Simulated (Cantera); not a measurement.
Charge: 1 mol SiO2, 0.48 mol Al2O3, 0.57 mol O2, at 0.160 bar.

These are equilibrium values from Cantera (NASA tables, ideal gas, pure condensed phases), not measurements of a reactor. Candidate condensed phases: Al, Al2O3, Al2SiO5, Al6Si2O13, Si, SiO2; 14 gas species. Mutual solubility and eutectic melting of coexisting phases are not modelled. The tables hold silica as quartz up to 1696 K and as liquid above; real silica turns to tridymite and cristobalite and melts near 1996 K. Condensed phases not in the tables: alloys, solid solutions and most ternary compounds. Kinetics and transport are ignored.

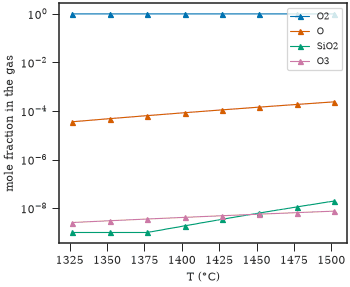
*Equilibrium gas composition (values under 1e-9 drawn at 1e-9)*

From 1327 °C to 1402 °C the condensed part is Al6Si2O13(mullite) + SiO2(β-quartz). From 1427 °C to 1502 °C the condensed part is Al6Si2O13(mullite) + SiO2(condensed).
